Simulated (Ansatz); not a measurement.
# AlNH4O2 (SMILES [NH2][Al]([OH])[OH]): PBE/6-311+G(d,p)

Aim: the vertical singlet–triplet gap of AlNH4O2 at PBE/6-311+G**, from 2 runs. 

The results are computed with Ansatz 0.2.0.

50 further runs of the same task are left out: 50 set aside as unsound or not needed.

### 1 The system as given

AlNH4O2: 8 atoms, total charge 0, spin state singlet. As SMILES, `[NH2][Al]([OH])[OH]`. The shape is that of a PBE0-D4/def2-TZVP optimisation. This is one conformer, not always the lowest.

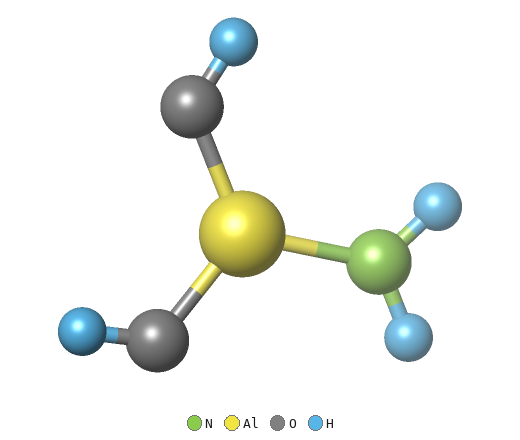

Viewed from a chosen angle; nitrogen green, aluminium yellow, oxygen grey, hydrogen blue.

### 2 A single-point energy at PBE/6-311+G(d,p)

File in.yaml:

```yaml
crystal:
  periodic: [false, false, false]
  atoms:
    - {symbol: "N", position_ang: [-0.453400, 1.370900, 0.159000]}
    - {symbol: Al, position_ang: [0.021900, -0.314300, -0.015200]}
    - {symbol: O, position_ang: [1.569400, -0.806100, -0.500900]}
    - {symbol: O, position_ang: [-1.140100, -1.496100, 0.324200]}
    - {symbol: H, position_ang: [0.132800, 2.170000, -0.009000]}
    - {symbol: H, position_ang: [-1.372600, 1.662000, 0.447700]}
    - {symbol: H, position_ang: [2.287000, -0.213800, -0.712700]}
    - {symbol: H, position_ang: [-0.952800, -2.429800, 0.251200]}
basis:
  gaussian:
    orbitals: 6-311+G_st__st_-spherical.json
hamiltonian:
  xc: pbe
accuracy: high
output:
  orbitals: {seedname: orbitals}
```

The basis set 6-311+G** is read from a file made from the Basis Set Exchange's data (not shown).

The run is started by

```bash
$ ansatz run in.yaml --threads 1 --pin off --max-ram 3480MiB --events-out events.jsonl --progress --plain --runs-dir runs
```

Standard output:

```text
Warning: RAYON_NUM_THREADS=1 ignored (pool sized by the plan → 1); use --threads N
Functional definition: PBE
  name "PBE"
  parameter kappa = 0.804
  parameter beta = 0.06672455060314922
  exchange = pbe_x(kappa = kappa, mu = beta*pi^2/3)
  correlation = pbe_c(beta = beta)
2215 factors; integrals over basis functions are off by at most 1.9e-8 eV
mean field evaluation 1: about -12217.3413 eV, gradient 1.2e2 eV
mean field evaluation 2: about -12088.6155 eV, gradient 2.4e2 eV
mean field evaluation 4: about -12241.2619 eV, gradient 2.5e1 eV
mean field evaluation 8: about -12242.3595 eV, gradient 7.5e-1 eV
mean field evaluation 16: about -12242.3606 eV, gradient 1.0e-5 eV
mean field -12242.36055224 eV, -449.8984521248 hartree, gradient 4.7e-8 eV, S^2 0.000000; 0 other end points of the search recorded, 0 dependent functions left out
reference -12242.36056031 eV, -449.8984524214 hartree; 20, 20 occupied and 100, 100 virtual orbitals, 2215 factors
Total energy: -12242.36056031 eV, -449.8984524214 hartree
```

It took 6.9 s on 1 thread of Arm Neoverse V2, shared host; peak memory 0.32 GiB.

### 3 The triplet

Edit in.yaml of step 2 so:

```diff
@@ -3,3 +3,3 @@
   atoms:
-    - {symbol: "N", position_ang: [-0.453400, 1.370900, 0.159000]}
+    - {symbol: N, position_ang: [-0.453400, 1.370900, 0.159000]}
     - {symbol: Al, position_ang: [0.021900, -0.314300, -0.015200]}
@@ -14,2 +14,5 @@
     orbitals: 6-311+G_st__st_-spherical.json
+magnetization:
+  spin_polarized: true
+  initial_magnetization: 2
 hamiltonian:
```

The basis set 6-311+G** is read from a file made from the Basis Set Exchange's data (not shown).

The run is started by

```bash
$ ansatz run in.yaml --threads 1 --pin off --max-ram 3480MiB --events-out events.jsonl --progress --plain --runs-dir runs
```

Standard output, cut to the lines that bear on the results:

```text
Warning: RAYON_NUM_THREADS=1 ignored (pool sized by the plan → 1); use --threads N
[... 2 set-up lines as earlier in the session ...]
[...]
2215 factors; integrals over basis functions are off by at most 1.9e-8 eV
[...]
mean field -12237.35086132 eV, -449.7143493793 hartree, gradient 5.0e-8 eV, S^2 2.001920; 8 other end points of the search recorded, 0 dependent functions left out
reference -12237.35086637 eV, -449.7143495648 hartree; 21, 19 occupied and 99, 101 virtual orbitals, 2215 factors
Total energy: -12237.35086637 eV, -449.7143495648 hartree
```

It took 24 s on 1 thread of Arm Neoverse V2, shared host; peak memory 0.42 GiB.

### 4 Outcome

At PBE/6-311+G**:

```
                                        quantity          value
                           singlet: total energy  -449.89845 Eh
                            singlet: HOMO energy       -6.04 eV
                            singlet: LUMO energy       -1.42 eV
                          singlet: HOMO–LUMO gap        4.62 eV
                           triplet: total energy  -449.71435 Eh
     triplet: HOMO energy (highest over α and β)       -2.48 eV
                                   triplet: ⟨S²⟩          2.002
vertical energy of the triplet above the singlet       5.010 eV
```

In words: At this shape the triplet lies 5.01 eV (116 kcal/mol) above the singlet.
